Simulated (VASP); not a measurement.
Band structure of Mg$_{3}$ZnO$_{4}$ (space group P4/mmm). Calculation: modified Becke-Johnson potential (mBJ), VASP's PBE PAW potentials (set 64) (plane waves; VASP 6.6.1).

mBJ is a potential without an energy functional, so only the levels count.

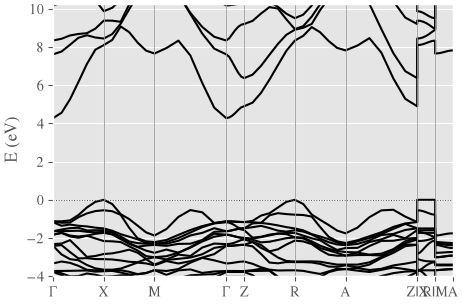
*Bands along high-symmetry lines, zero at the valence-band maximum or, without a gap, the Fermi level*

### Question
Read the plot: is there a gap, and where are the band edges?

### Answer
The gap is indirect, 4.28 eV, from the valence maximum at X to the conduction minimum at Γ.

The structure comes from a computed database's Mg3ZnO4 entry (P4/mmm); how it stands against other phases isn't given here. It was relaxed first. The cell's shape comes from a PBE relaxation.
